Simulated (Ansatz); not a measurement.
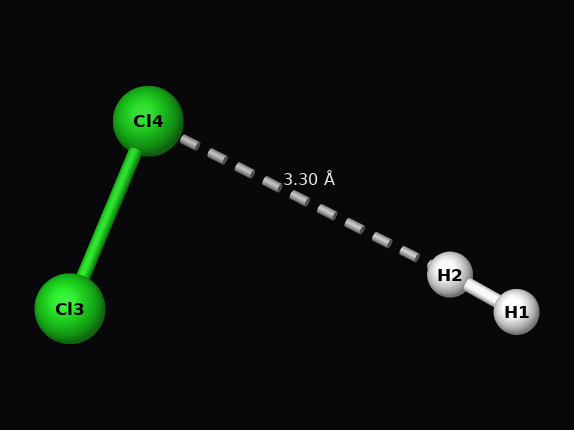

Two molecules or ions; the broken line marks their closest contact (measured against van der Waals radii). Geometry: a pair of rigid molecules at a changed separation. Program: Ansatz 0.2.0.

Which two species are they?

H2 and Cl2 (`ClCl.[H][H]`).

Give the counterpoise-corrected interaction energy (kJ/mol, monomers kept as in the pair) with RHF-CCSD(T) (frozen core)/def2-TZVPPD; PBE0-D4/def2-TZVPPD; PBE-D4/def2-TZVPPD; B3LYP-D4/def2-TZVPPD.

```csv
level,interaction energy (kJ/mol)
RHF-CCSD(T) (frozen core)/def2-TZVPPD,−1.1
PBE0-D4/def2-TZVPPD,−1.7
PBE-D4/def2-TZVPPD,−2.0
B3LYP-D4/def2-TZVPPD,−0.9
```
